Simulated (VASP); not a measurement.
# ScPbClO2 with BLYP + D4: from relaxation to properties, part 4 of 4

Aim: relax ScPbClO2, then compute properties on the relaxed cell. The cell is invented: it takes the structure of a Materials Project entry for BiPbO2F (space group 8 there), with some of its atoms replaced by other elements, volume scaled by an estimate. It may not be a known or stable phase.

VASP 6.6.1, plane waves and PAW; the level of theory is named at each step.

So far, gap on the k-mesh (eV): step 2 (rough relaxation of the start cell) 3.08; step 3 (full relaxation (BLYP + D4)) 2.94; step 6 (density of states (BLYP + D4)) 2.75.

**7. Optical spectrum (BLYP + D4)**

Level of this step: BLYP with D4; plane waves and PAW (Pb_d, Sc_sv, Cl, O); invented cell (VASP).

LOPTICS sums transitions from filled to empty bands. NBANDS is raised for it.

Input file INCAR:

```
SYSTEM = ScPbClO2
PREC = Accurate
ENCUT = 520
EDIFF = 1E-06
NELM = 100
ISMEAR = 0
SIGMA = 0.05
LREAL = .FALSE.
ALGO = Normal
GGA = B5
ALDAX = 1
AGGAX = 1
AGGAC = 1
ALDAC = 0
IVDW = 13
VDW_S6 = 1
VDW_S8 = 2.34076671
VDW_A1 = 0.44488865
VDW_A2 = 4.0933009
NBANDS = 62
LORBIT = 11
LWAVE = .FALSE.
LCHARG = .FALSE.
KPAR = 2
LOPTICS = .TRUE.
NEDOS = 1500
CSHIFT = 0.1
```

Input file POSCAR:

```
ScPbClO2
1.0
    3.1604049888     -1.8262475071      0.0237226300
    3.1604049888      1.8262475071      0.0237226300
   -0.0605173970      0.0000000000      7.5677176766
Pb Sc Cl O
1 1 1 2
Direct
    0.3720433836      0.3720433836      0.7435822550
    0.7049414063      0.7049414063      0.3371561294
    0.0377149051      0.0377149051      0.0835233722
    0.3716090113      0.3716090113      0.3732915355
    0.7054142936      0.7054142936      0.6117467079
```

Input file KPOINTS:

```
Automatic mesh
0
Gamma
10 10 5
0 0 0
```

The projector-augmented-wave data sets are Pb_d, Sc_sv, Cl and O (PBE family, release 64).

Started as:

```bash
> mpirun -np 2 vasp_std
```

The program printed:

```text
[... set-up lines as in an earlier step ...]
 entering main loop
       N       E                     dE             d eps       ncg     rms          rms(c)
DAV:   1     0.554312059748E+03    0.55431E+03   -0.17350E+04 17724   0.783E+02
DAV:   2     0.311307279377E+02   -0.52318E+03   -0.46728E+03 18036   0.278E+02
DAV:   3    -0.366103488589E+02   -0.67741E+02   -0.64981E+02 19136   0.103E+02
DAV:   4    -0.391861807672E+02   -0.25758E+01   -0.25642E+01 22516   0.213E+01
DAV:   5    -0.392708705346E+02   -0.84690E-01   -0.84665E-01 23822   0.410E+00    0.176E+01
DAV:   6    -0.310941970731E+02    0.81767E+01   -0.13323E+01 27690   0.257E+01    0.748E+00
DAV:   7    -0.307881773831E+02    0.30602E+00   -0.20618E+00 23586   0.710E+00    0.414E+00
DAV:   8    -0.306759615643E+02    0.11222E+00   -0.55970E-01 28118   0.424E+00    0.114E+00
DAV:   9    -0.306643325357E+02    0.11629E-01   -0.39471E-02 27304   0.144E+00    0.496E-01
DAV:  10    -0.306649566924E+02   -0.62416E-03   -0.61542E-03 26488   0.407E-01    0.136E-01
DAV:  11    -0.306651860801E+02   -0.22939E-03   -0.54795E-04 24472   0.128E-01    0.822E-02
DAV:  12    -0.306652334095E+02   -0.47329E-04   -0.14316E-04 26544   0.827E-02    0.285E-02
DAV:  13    -0.306652416604E+02   -0.82509E-05   -0.27749E-05 25712   0.387E-02    0.131E-02
DAV:  14    -0.306652418966E+02   -0.23623E-06   -0.53183E-06 21698   0.114E-02
   1 F= -.33138656E+02 E0= -.33138656E+02  d E =-.252015E-12
 optical routines
 imaginary and real dielectric function
 recalculating local potential from charge density
 direction            1
 direction            2
 direction            3
```

Wall time 2.6 min (2 MPI ranks of Intel Xeon 6975P-C (Granite Rapids), shared host); peak memory 2.6 GiB; 5.1 min of CPU time.

Parts of OUTCAR (step 7):

```text
   k-points           NKPTS =    141   k-points in BZ     NKDIM =    141   number of bands    NBANDS=     62

   NELECT =      44.0000    total number of electrons

 E-fermi :   4.4299

 k-point     1 :       0.0000    0.0000    0.0000
  band No.  band energies     occupation
    ...
     18       2.2151      2.00000
     19       2.2159      2.00000
     20       2.9602      2.00000
     21       2.9602      2.00000
     22       3.5010      2.00000
     23       7.8375      0.00000
     24       8.1703      0.00000
     25       8.1736      0.00000
     26       8.7816      0.00000
     27      10.4725      0.00000
    ...

  DFT-D4 for vdW energy calculation

  Edisp (eV):   -2.47341

  Total      -0.01757    -0.01170     0.00157     0.00000     0.00000    -0.00079
  in kB      -0.32225    -0.21461     0.02875     0.00000     0.00000    -0.01450
  external pressure =       -0.17 kB  Pullay stress =        0.00 kB

 POSITION                                       TOTAL-FORCE (eV/Angst)
 -----------------------------------------------------------------------------------
      2.30662      0.00000      5.64487        -0.000876      0.000000     -0.000398
      4.43540      0.00000      2.58495         0.001231      0.000000     -0.004333
      0.23333      0.00000      0.63387         0.004339      0.000000      0.002255
      2.32628      0.00000      2.84260        -0.001124      0.000000      0.006736
      4.42177      0.00000      4.66299        -0.003571      0.000000     -0.004260
 -----------------------------------------------------------------------------------
    total drift:                               -0.000179     -0.000000     -0.000777

  FREE ENERGIE OF THE ION-ELECTRON SYSTEM (eV)
  ---------------------------------------------------
  free  energy   TOTEN  =       -33.1386560519 eV

  energy  without entropy=      -33.1386560519  energy(sigma->0) =      -33.13865605

 plasma frequency squared (from intraband transitions) (eV^2)
  --------------------------------------------------------------------------------------
       0.000       0.000      -0.000
       0.000       0.000       0.000
      -0.000       0.000       0.000

[... 7 parts as in an earlier step ...]

[... 9 further parts left out ...]
```

These are independent-particle spectra without excitons or local fields, and fine structure depends on the mesh and on CSHIFT.

This step gave:

| Item | Value |
| --- | --- |
| bands | 62 |
| Fermi energy | 4.430 eV |
| pressure | -0.01694 GPa |
| least direct gap on the k-mesh | 2.989 eV |

The imaginary dielectric function has structure finer than the step of the table below, so its rows give means over 1 eV, whole bins alone (the curve runs from 0 to 25.0 eV). Peaks (eV: height): xx 4.8: 6.96, 6.6: 8.19, 10.2: 3.19; zz 5.0: 8.45, 12.9: 2.41.

The imaginary dielectric function by photon energy; means over each step:

```
photon energy (eV)      xx      zz
                 1  0.0330  0.0338
                 2   0.101  0.0984
                 3    1.36   0.856
                 4    4.10    5.42
                 5    6.43    7.55
                 6    6.50    7.30
                 7    7.10    5.94
                 8    3.89    3.31
                 9    2.58    2.07
                10    2.60    1.28
                11    2.46    1.53
                12    2.10    1.86
                13    1.73    2.30
                14    1.60    1.79
                15    1.18    1.62
                16    1.08    1.07
                17    1.03    1.04
                18   0.847   0.921
                19   0.970   0.811
                20   0.858   0.842
                21   0.706   0.888
                22   0.642   0.788
                23   0.525   0.562
                24   0.412   0.361
```

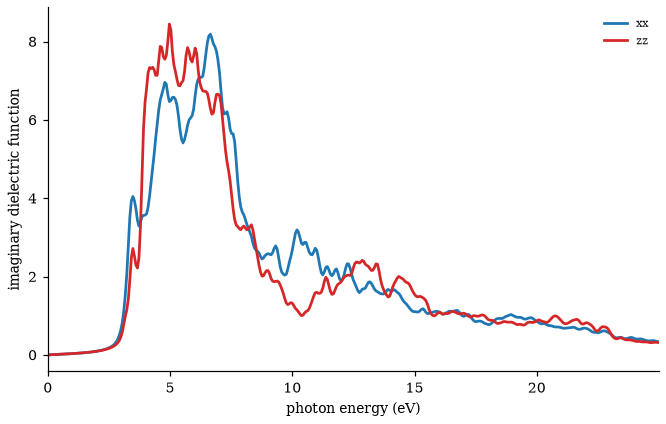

Imaginary dielectric function, plotted against photon energy.

Table of real dielectric function by photon energy:

| photon energy (eV) | xx | zz |
| --- | --- | --- |
| 0.0 | 5.64 | 5.70 |
| 2.5 | 7.01 | 7.05 |
| 5.0 | 5.12 | 4.52 |
| 7.5 | -0.834 | -1.68 |
| 10.0 | 1.08 | 0.148 |
| 12.5 | -0.199 | 1.17 |
| 15.0 | 0.0825 | -0.0485 |
| 17.5 | 0.274 | 0.336 |
| 20.0 | 0.265 | 0.553 |
| 22.5 | 0.384 | 0.324 |

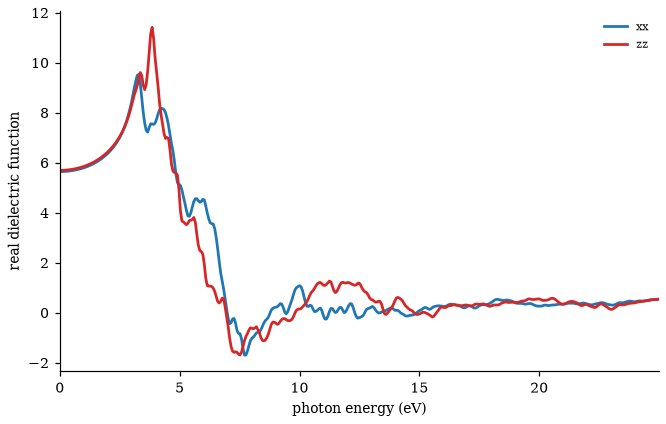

Real dielectric function, plotted against photon energy.

This mesh misses the point of the least direct gap (2.86 eV in the band run), so the true onset lies lower. The mean of ε2 over directions passes 5 % of its top at 2.92 eV, against a least direct gap of 2.99 eV on this mesh; what lies under the gap is the tail of the broadening by CSHIFT.

**8. Bands along the symmetry lines (TB-mBJ)**

This step: TB-mBJ; plane waves and PAW (Pb_d, Sc_sv, Cl, O); invented cell (VASP 6.6.1).

Levels along the symmetry lines show where the bands peak and cross; KPOINTS_OPT computes them in the converged potential. TB-mBJ is a local potential fitted to gaps: it costs far less than a hybrid but gives no energy.

Input file INCAR:

```
SYSTEM = ScPbClO2
PREC = Accurate
ENCUT = 520
EDIFF = 1E-06
NELM = 150
ISMEAR = 0
SIGMA = 0.05
LREAL = .FALSE.
ALGO = Normal
METAGGA = MBJ
LASPH = .TRUE.
NBANDS = 37
LORBIT = 11
LWAVE = .FALSE.
LCHARG = .FALSE.
KPAR = 2
```

POSCAR is that of step 7.

Input file KPOINTS:

```
Automatic mesh
0
Gamma
7 7 3
0 0 0
```

Input file KPOINTS_OPT:

```
Line mode
16
Line-mode
Reciprocal
  0.00000000   0.00000000   0.00000000 GAMMA
 -0.50000000  -0.50000000   0.00000000 Y

 -0.50000000  -0.50000000   0.00000000 Y
 -0.50010231  -0.50010231   0.49941279 F

 -0.50010231  -0.50010231   0.49941279 F
 -0.50000000  -0.50000000   0.50000000 L

 -0.50000000  -0.50000000   0.50000000 L
 -0.66656054  -0.33343946   0.50000000 I

 -0.33343946   0.33343946   0.50000000 I1
  0.00000000   0.00000000   0.50000000 Z

  0.00000000   0.00000000   0.50000000 Z
 -0.49989769  -0.49989769   0.50058721 F1

 -0.50000000  -0.50000000   0.00000000 Y
 -0.66652634  -0.33347366   0.00000000 X1

 -0.33347366   0.33347366   0.00000000 X
  0.00000000   0.00000000   0.00000000 GAMMA

  0.00000000   0.00000000   0.00000000 GAMMA
 -0.50000000   0.00000000   0.00000000 N

 -0.50000000   0.00000000   0.50000000 M
  0.00000000   0.00000000   0.00000000 GAMMA
```

Started as:

```bash
> mpirun -np 2 vasp_std
```

The program printed:

```text
[banner, memory and clock lines left out]
running    2 mpi-ranks, on    1 nodes
[...]
[... a notice as in an earlier step ...]

 LDA part: xc-table for (None), standard interpolation
 POSCAR, INCAR and KPOINTS ok, starting setup
[...]
entering main loop
       N       E                     dE             d eps       ncg     rms          rms(c)
DAV:   1     0.184998507717E+04    0.18500E+04   -0.20085E+04  3256   0.130E+03
DAV:   2     0.130861699947E+04   -0.54137E+03   -0.50948E+03  3256   0.413E+02
DAV:   3     0.123366669064E+04   -0.74950E+02   -0.72060E+02  4282   0.165E+02
DAV:   4     0.122977190646E+04   -0.38948E+01   -0.38748E+01  4944   0.419E+01
[...]
DAV:   8     0.123849615756E+04    0.27947E+01   -0.41383E+00  4237   0.133E+01    0.117E+01
DAV:   9     0.123775624049E+04   -0.73992E+00   -0.56277E-01  3875   0.434E+00    0.129E+01
DAV:  10     0.123877205967E+04    0.10158E+01   -0.10290E+00  4555   0.641E+00    0.815E+00
[... 130 further cycles ...]
DAV: 141     0.124341867017E+04   -0.59275E+00   -0.17674E+00  3281   0.582E+00    0.614E+01
DAV: 142     0.124419265444E+04    0.77398E+00   -0.32712E+01  3677   0.411E+01    0.206E+01
DAV: 143     0.124176536212E+04   -0.24273E+01   -0.34738E+00  4027   0.129E+01    0.284E+01
DAV: 144     0.124207010531E+04    0.30474E+00   -0.41911E-01  3599   0.371E+00    0.258E+01
[...]
DAV: 148     0.124034013345E+04   -0.49084E-01   -0.15776E-01  3364   0.209E+00    0.274E+01
DAV: 149     0.123984807269E+04   -0.49206E+00   -0.13190E-01  4867   0.347E+00    0.266E+01
DAV: 150     0.124014519853E+04    0.29713E+00   -0.14124E-01  3620   0.212E+00
|                                                                             |
|           W    W    AA    RRRRR   N    N  II  N    N   GGGG   !!!           |
|           W    W   A  A   R    R  NN   N  II  NN   N  G    G  !!!           |
|           W    W  A    A  R    R  N N  N  II  N N  N  G       !!!           |
|           W WW W  AAAAAA  RRRRR   N  N N  II  N  N N  G  GGG   !            |
|           WW  WW  A    A  R   R   N   NN  II  N   NN  G    G                |
|           W    W  A    A  R    R  N    N  II  N    N   GGGG   !!!           |
|                                                                             |
|     The electronic self-consistency was not achieved in the given           |
|     number of steps (NELM). The forces and other quantities evaluated       |
|     might not be reliable so examine the results carefully. If you find     |
|     spurious results, we suggest increasing NELM, if you were close to      |
|     convergence or switching to a different ALGO or adjusting the           |
|     density mixing parameters otherwise.                                    |
|                                                                             |

   1 F= 0.12401452E+04 E0= 0.12401452E+04  d E =-.134628E-17
 Start KPOINTS_OPT (optional k-point list driver)
k-point batch [1-44\160]
       N       E                     dE             ncg
DAV:   1     0.912076841857E+04   -0.43342E+05     3256
DAV:   2    -0.141396897993E+05   -0.23260E+05     3271
DAV:   3    -0.171100381976E+05   -0.29703E+04     4001
DAV:   4    -0.172714759131E+05   -0.16144E+03     4200
[...]
DAV:   8    -0.172794732092E+05   -0.16097E-03     4782
DAV:   9    -0.172794732160E+05   -0.68264E-05     3133
DAV:  10    -0.172794732166E+05   -0.59547E-06     2290
[...]
k-point batch [133-160\160]
       N       E                     dE             ncg
DAV:   1     0.133897555252E+05   -0.17189E+05     2080
DAV:   2    -0.143319612909E+04   -0.14823E+05     2077
DAV:   3    -0.333286558954E+04   -0.18997E+04     2624
DAV:   4    -0.343691261822E+04   -0.10405E+03     2784
[...]
DAV:   8    -0.344097544601E+04   -0.97477E-04     3124
DAV:   9    -0.344097544959E+04   -0.35786E-05     1921
DAV:  10    -0.344097544990E+04   -0.31099E-06     1466
```

Run time: 7 min. Hardware: 2 MPI ranks; peak memory 0.69 GiB.

Parts of OUTCAR (step 8):

```text
 k-point     1 :       0.0000    0.0000    0.0000
  band No.  band energies     occupation
    ...
     18       2.2560      2.00000
     19       2.2579      2.00000
     20       2.4416      2.00000
     21       2.4603      2.00000
     22       3.5060      2.00000
     23       8.4423      0.00000
     24       8.5953      0.00000
     25       8.6040      0.00000
     26       9.3869      0.00000
     27      10.6920      0.00000
    ...

  Total     -115.6490513   -115.6814938   -115.5237995      0.0000000      0.0000000     -0.0731415
  in kB    -2120.9444639  -2121.5394421  -2118.6474102      0.0000000      0.0000000     -1.3413784
  external PRESSURE =   -2120.3771054 kB  Pullay stress =       0.0000000 kB

 POSITION                                       TOTAL-FORCE (eV/Angst)
 -----------------------------------------------------------------------------------
      2.30662      0.00000      5.64487        -0.607160      0.000000      1.077990
      4.43540      0.00000      2.58495        -0.548110      0.000000      2.775710
      0.23333      0.00000      0.63387         2.370635      0.000000     -2.239896
      2.32628      0.00000      2.84260        -0.630776      0.000000     -0.767399
      4.42177      0.00000      4.66299        -0.584588      0.000000     -0.846405
 -----------------------------------------------------------------------------------
    total drift:                                2.862842     -0.000000      3.853355

  FREE ENERGIE OF THE ION-ELECTRON SYSTEM (eV)
  ---------------------------------------------------
  free  energy   TOTEN  =      1240.1451985262 eV

  energy  without entropy=     1240.1451985262  energy(sigma->0) =     1240.14519853

[... 8 parts as in an earlier step ...]

[... 11 further parts left out ...]
[key lines of the parts left out:]
E-fermi :   4.4983
```

EDIFF was not reached within NELM cycles, so the run counts as unconverged.

**9. Outcome**

- relaxed volume: 17.47 Å³/atom
- relaxed conventional cell a, b, c: 3.651, 3.651, 7.568 Å; angles 90.0, 90.0, 120.0°
- space group after relaxing, within 0.02 Å (lengths above averaged to it): P3m1 (No. 156)
- band gap: 2.68 eV, indirect (least direct gap of that run 2.86 eV)
- gap among the points of the DOS mesh alone, an upper bound: 2.75 eV
- strongest peak of ε2, mean over directions: 6.59 eV
- ε1 at zero frequency, no local fields, mean: 5.66

**Reading.** With BLYP + D4, ScPbClO2 relaxes to 17.47 Å³/atom in space group P3m1 and has an indirect gap of 2.68 eV. Not obtained: bands along the symmetry lines (TB-mBJ), because the run did not converge. Band structure (BLYP + D4): The path shows an indirect gap of 2.68 eV (valence top at Z, conduction bottom between Y and F). The least direct gap is 2.86 eV. Spin-orbit coupling is left out, and with elements this heavy it would split and shift bands near the edges, and it can change the kind of a small gap. No search among competing phases was made. All values are for a static lattice at zero temperature.

[Lines on the potential files, build, host, timing and source positions are cut from VASP's logs without a mark.]

[Logs are printed without paths, hosts, clocks, repeated set-up lines and the standing remarks that a program may print on its own settings, such as how far it seeks lower states.]

[Hosts, paths, dates, database ids (printed as entryN), source tags and the programs' standing remarks are cut or masked in the printed files.]

[A measured line is paired with the nearest computed mode of its activity, which favours agreement.]
